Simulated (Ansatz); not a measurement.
# Energy against volume for Nb3B4 (space group Immm)

Nb3B4 (space group Immm)

```
CELL_PARAMETERS angstrom
     -1.57200     1.65213     7.04647
      1.57200    -1.65213     7.04647
      1.57200     1.65213    -7.04647
ATOMIC_POSITIONS crystal
  Nb 0.18494 0.68494 0.50000
  Nb 0.81506 0.31506 0.50000
  Nb 0.00000 0.00000 0.00000
  B  0.43580 0.43580 0.00000
  B  0.56420 0.56420 0.00000
  B  0.36767 0.86767 0.50000
  B  0.63233 0.13233 0.50000
```

This relaxed cell (volume V₀) is scaled evenly in all directions, its shape held. The atoms relax within the cell's symmetry.

Level of theory: r2SCAN (plane waves to 500 eV, PAW, scalar-relativistic; Ansatz, a first-principles code). k mesh 15×15×15 (Γ-centred), Fermi-Dirac smearing 0.05 eV. The energy includes the smearing's −TS. Compression counts positive. With the shape held, the modulus is that of even scaling; a crystal free to change shape is softer. Nb3B4 is run without spin polarisation. Nb3B4 was relaxed with its symmetry unable to fall. ΔE is measured from the relaxed starting cell.

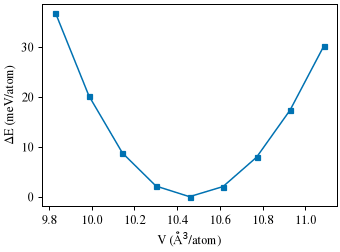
Figure: ΔE (meV/atom) against V (Å³/atom); one marker a computed point.

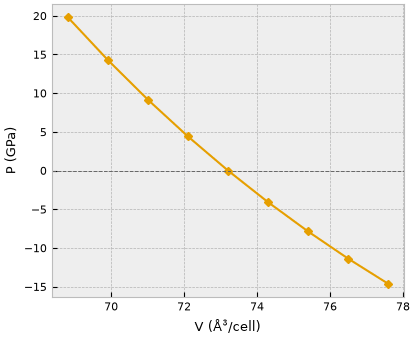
Figure. P (GPa) against V (Å³/cell); computed points joined by lines.

The bulk modulus at fixed cell shape B₀ (third-order Birch-Murnaghan fit) is 283 GPa, the equilibrium volume of the fit is 10.46 Å³/atom and the energy cost of the largest compression is 37 meV/atom. The energy cost of the largest expansion is 30 meV/atom. The pressure at the smallest volume comes out as 19.8 GPa.

(Under strain, the slope of the energy per volume gives the stress and its curvature an elastic modulus.)
